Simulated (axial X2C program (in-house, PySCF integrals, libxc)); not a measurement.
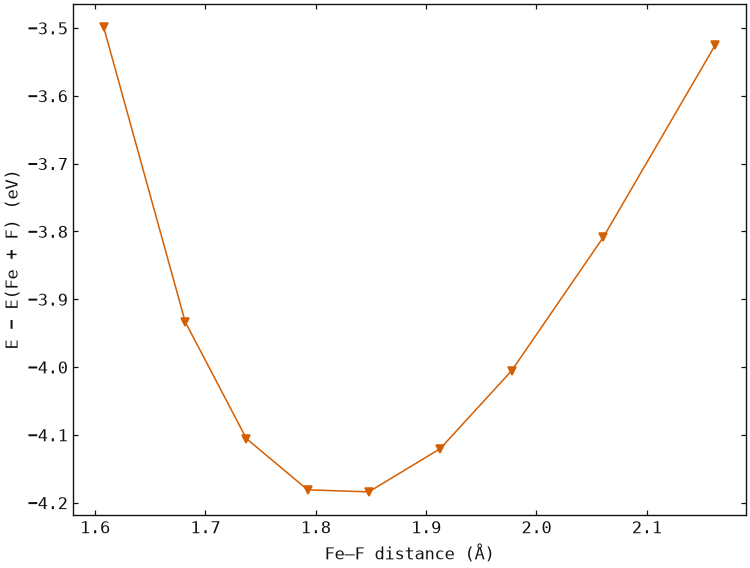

**Figure 1.** Energy at 9 bond lengths, for one set of occupations held fixed; the line joins the points. A polynomial of degree 6 through 9 points gives rₑ = 1.822 Å, ωₑ = 619.7 cm⁻¹, ωₑxₑ = 3.4 cm⁻¹ and Bₑ = 0.3580 cm⁻¹. The minimum lies 4.19 eV below Fe + F, each computed as one determinant at the same level.

Relativistic diatomic calculation for FeF

FeF, single determinant with M_S = 5/2 and |Λ| = 1 (not the lowest found). Computed at this level: PBE0, spin-free X2C-1e, Fe dyall-cv3z, F dyall-av3z (cores contracted) (axial X2C program (in-house, PySCF integrals, libxc)).

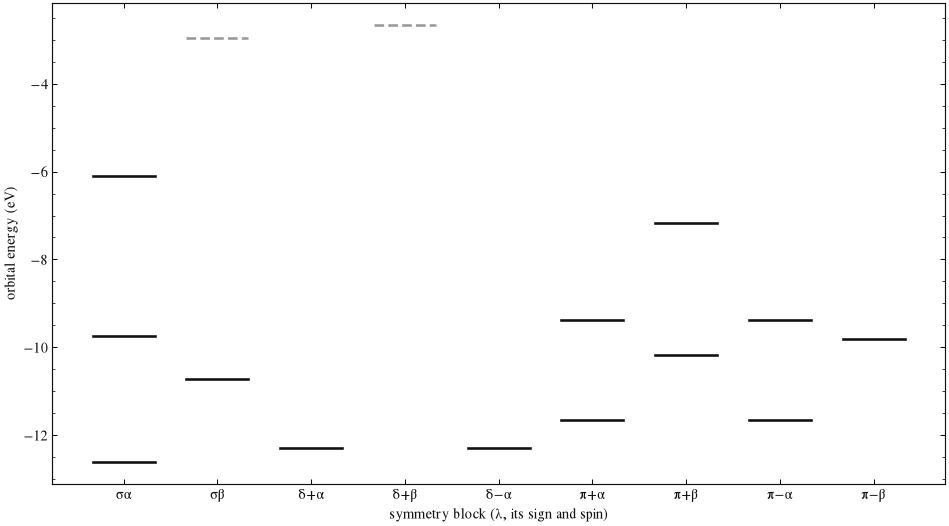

**Figure 2.** Orbital energies near the frontier at 1.85 Å, filled (solid) and empty (dashed); a label such as π−α means λ = −1 and α spin. The highest filled orbital (σα; 60 % Fe s, 21 % Fe p) lies at −6.11 eV, the lowest empty one (σβ; 64 % Fe s, 19 % Fe d) at −2.97 eV.

Input and output of the run follow.

## Input file
```
{"zs": [26, 9], "q": 0, "bas": ["dyall-cv3z", "dyall-av3z"], "levels": ["PBE0", "HF", "BHandHLYP"], "cc": true, "r0": 1.8, "thr": -2.0, "nmax": 90, "npts": 10, "nst": 2, "ntry": 6}
```

The line is the task of a batch: nuclear charges, charge, bases, the levels to run, a first guess of the distance and further settings. This report covers PBE0 without spin-orbit coupling. The log is that of the reference distance 1.848 Å, started from orbitals converged before.

The run was one of a batch that the task file lists, launched with:
```bash
python <driver script> task.json out
```

## The program's output
```
spin-free X2C-1e  PBE0
basis functions 162  fitting functions 872  grid points 5076
iter        total energy     max residual
   1      -1372.346681786     8.73e-06
   2      -1372.346681786     1.43e-05
converged
one-electron -2030.16900409  Coulomb 657.24626851  exact exchange -16.25855348  xc functional -50.17159801  nuclear repulsion 67.00620528
```

## The points of the curve

| R (Å) | E (hartree) | dipole (D; origin at the first atom, positive when the second is positive) | highest filled (eV) | lowest empty (eV) |
| --- | --- | --- | --- | --- |
| 1.608 | −1372.321500 | −1.23 | −5.46 | −2.75 |
| 1.682 | −1372.337469 | −1.76 | −5.68 | −2.80 |
| 1.737 | −1372.343791 | −2.15 | −5.83 | −2.85 |
| 1.793 | −1372.346571 | −2.52 | −5.97 | −2.91 |
| 1.848 | −1372.346682 | −2.89 | −6.11 | −2.97 |
| 1.913 | −1372.344344 | −3.30 | −6.25 | −3.05 |
| 1.977 | −1372.340122 | −3.71 | −6.39 | −3.13 |
| 2.061 | −1372.332886 | −4.22 | −6.55 | −3.24 |
| 2.162 | −1372.322445 | −4.83 | −6.73 | −3.38 |

## Key numbers

```tsv
quantity	value
outcome	converged
bond length rₑ	1.822 Å
ωₑ	619.7 cm⁻¹
energy at the minimum	−1372.34691 hartree
depth below the fragments	4.19 eV
largest ⟨S²⟩ along the curve	8.75
hardware	1 thread of Arm Neoverse V1, 24 GiB of memory available, shared host
wall time	2.4 s
```

## Notes

Caveats: 9 of the 10 points asked for were kept.
